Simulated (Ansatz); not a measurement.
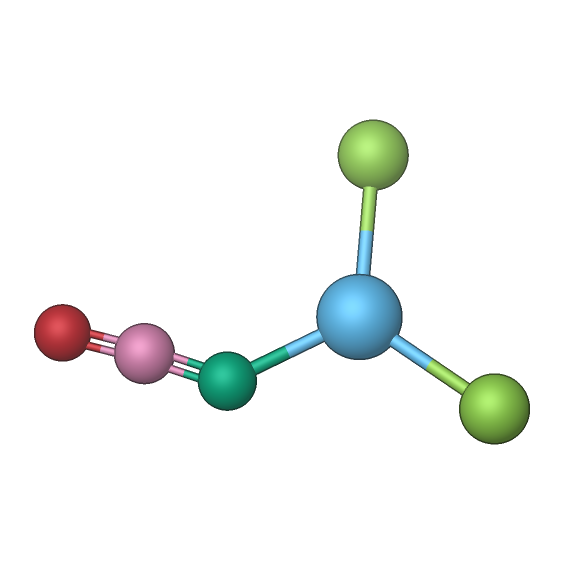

The picture shows a molecular structure as a ball-and-stick model. Colours: oxygen red, carbon pink, nitrogen teal, indium blue, chlorine green.

The computed structure is the end point of a PBE0-D4/def2-TZVP optimisation.

> Count the atoms of each element.

CCl2InNO, 6 atoms: 1 carbon, 2 chlorine, 1 indium, 1 nitrogen and 1 oxygen.

> How many atoms are distinct by symmetry?

6: 1 O, 1 C, 1 N, 1 In, 1 Cl, 1 Cl.

> Give the symmetry (Schoenflies symbol).

Cs.

> Count the bonded pairs by element.

2 Cl–In, 1 C–O, 1 C–N, 1 In–N.

More results for the same structure follow; atom numbers are the same in all pictures, views and colours differ.

Levels of theory compared

Program: Ansatz 0.2.0.

At this fixed geometry, give HOMO–LUMO gap (eV), dipole (D) at these levels: B3LYP-D4/def2-TZVPP; PBE-D4/def2-TZVPP; r2SCAN-D4/def2-TZVPP; ωB97M-V/def2-TZVPP.

```
               level  HOMO–LUMO gap (eV)  dipole (D)
 B3LYP-D4/def2-TZVPP                5.62        1.07
   PBE-D4/def2-TZVPP                3.92        0.95
r2SCAN-D4/def2-TZVPP                4.44        0.95
  ωB97M-V/def2-TZVPP               10.43        1.06
```

Charges

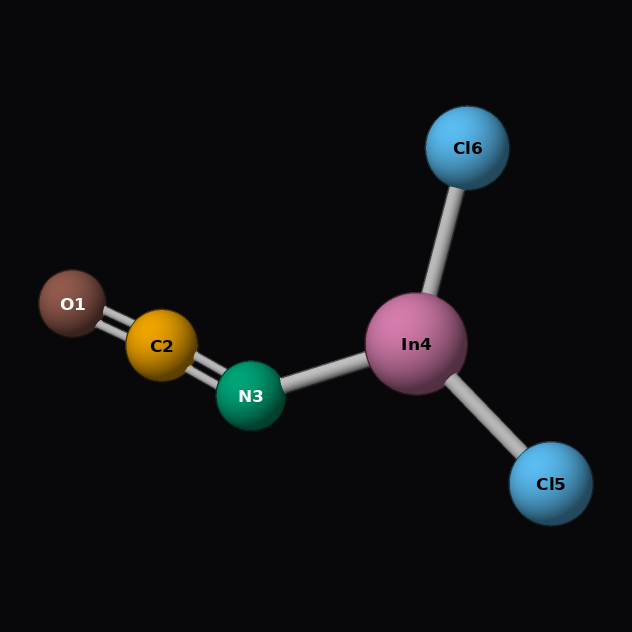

The questions are on Mulliken charges. Properties computed with RKS r2SCAN-D4/def2-TZVPP, core potentials on In (Ansatz 0.2.0).

Give the Mulliken charges atom by atom.

```
atom  value (e)
  O1      −0.23
  C2       0.30
  N3      −0.39
 In4       0.96
 Cl5      −0.32
 Cl6      −0.32
```

Vibrations

Harmonic vibrations computed with RKS PBE0-D4/def2-TZVP, core potentials on In (Ansatz 0.2.0) at a stationary point of the same level.

> How many vibrational modes are there, and where do they lie?

12 modes: 38, 46, 88, 114, 136, 363, 402, 464, 646, 678, 1421, 2336 cm⁻¹.

Mulliken values depend strongly on the basis set and can even reverse the polarity of a bond.
